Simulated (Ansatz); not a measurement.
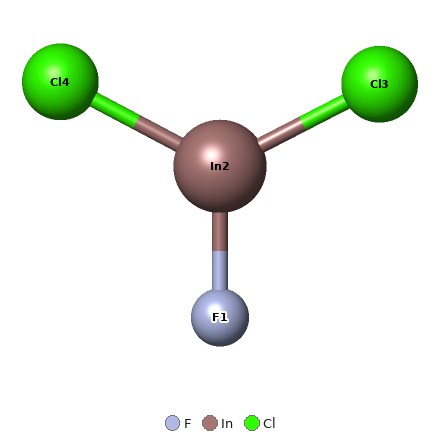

The system is Cl₂FIn, SMILES [F][In]([Cl])[Cl]; the picture shows the reference structure. The first coordinate is: umbrella angle at In2 (between each of its bonds and their common axis; 90 is planar); the second: change of the bonds In2–F1, In2–Cl3, In2–Cl4, all alike. Nothing is relaxed (all other coordinates rigid). Grid: 13 × 13 points; 91 points were computed and 78 follow by symmetry. Points are written as (first, second). All energies are given in eV relative to the lowest grid point. Computed with RKS BHLYP-D4/def2-TZVP in Ansatz.

Its coordinates:

```xyz
4

F     0.4258    1.1836    1.5253
In    0.0166    0.0205    0.0571
Cl    1.1045   -1.9882   -0.0354
Cl   -1.5226    0.7465   -1.4696
```

Range: umbrella angle at In2 (between each of its bonds and their common axis; 90 is planar) from 66 to 114°; change of the bonds In2–F1, In2–Cl3, In2–Cl4, all alike from −0.238 to 0.368 Å.

> What will the energy surface look like?

The lowest grid point is at (90°, 0.014 Å). It is the only kind of minimum in the scanned range. The highest grid point, (66°, −0.238 Å), lies 3.86 eV above the lowest. Round the minimum the two coordinates are nearly uncoupled.

```
second ↓, first →    66    70    74    78    82    86    90    94    98   102   106   110   114
            0.368  3.07  2.85  2.67  2.54  2.44  2.38  2.36  2.38  2.44  2.54  2.67  2.85  3.07
            0.317  2.62  2.39  2.21  2.06  1.96  1.90  1.88  1.90  1.96  2.06  2.21  2.39  2.62
            0.267  2.21  1.97  1.77  1.62  1.51  1.45  1.43  1.45  1.51  1.62  1.77  1.97  2.21
            0.216  1.83  1.57  1.36  1.21  1.09  1.03  1.00  1.03  1.09  1.21  1.36  1.57  1.83
            0.166  1.50  1.23  1.01  0.85  0.73  0.66  0.64  0.66  0.73  0.85  1.01  1.23  1.50
            0.115  1.23  0.95  0.72  0.55  0.42  0.35  0.33  0.35  0.42  0.55  0.72  0.95  1.23
            0.065  1.06  0.76  0.52  0.34  0.21  0.13  0.11  0.13  0.21  0.34  0.52  0.76  1.06
            0.014  1.00  0.69  0.44  0.24  0.11  0.03  0.00  0.03  0.11  0.24  0.44  0.69  1.00
           −0.036  1.09  0.76  0.49  0.29  0.15  0.06  0.04  0.06  0.15  0.29  0.49  0.76  1.09
           −0.087  1.37  1.02  0.74  0.53  0.38  0.29  0.26  0.29  0.38  0.53  0.74  1.02  1.37
           −0.137  1.88  1.51  1.21  0.98  0.82  0.73  0.70  0.73  0.82  0.98  1.21  1.51  1.88
           −0.187  2.68  2.28  1.96  1.72  1.55  1.45  1.42  1.45  1.55  1.72  1.96  2.28  2.68
           −0.238  3.86  3.43  3.10  2.84  2.66  2.55  2.52  2.55  2.66  2.84  3.10  3.43  3.86
```

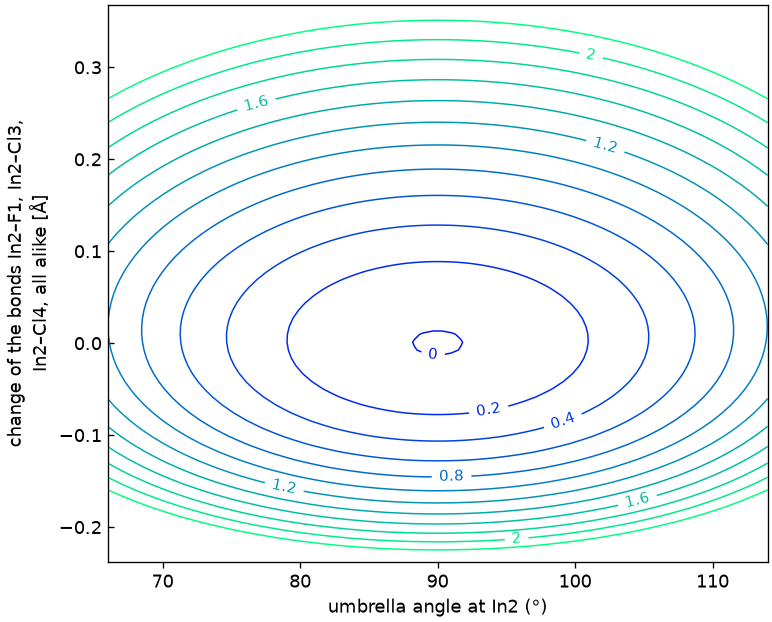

The picture shows contour lines labelled in eV (none above 2.2). Between grid points the surface is interpolated.

Each point was launched as `ansatz run input.yaml --threads 1 --pin off --max-ram 2560MiB --backend cpu --events-out ev --progress --plain --runs-dir out`. Time for the 91 points that were run: 14 min on 1 thread of Arm Neoverse V2, with other jobs on the host.
